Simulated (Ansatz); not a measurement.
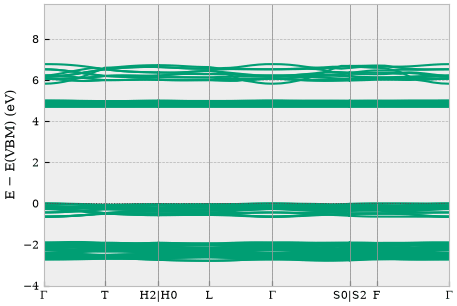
Band structure from PBE (plane waves, PAW; program Ansatz)

Read off the gap and where the band edges lie.

About 4.7 eV (4.70 eV by a search for the band edges); maximum on the F–Γ line, 17 % of the way from F, minimum at Γ.

The material is La2S3O12 in space group R-3c (No. 167; La on 12c, S on 18e, O on 36f, O on 36f).

The first step of the workflow began from a Materials Project structure, measured or hypothetical; the Crystallography Open Database copy checked does not list it. Its standing as an ambient phase is unchecked. The PBE relaxation kept the symmetry of its start; its stability against distortions is not shown here. Scalar-relativistic: spin–orbit coupling is off unless named, which matters more the heavier the elements.

Potentials: the later of the program's two PAW sets.
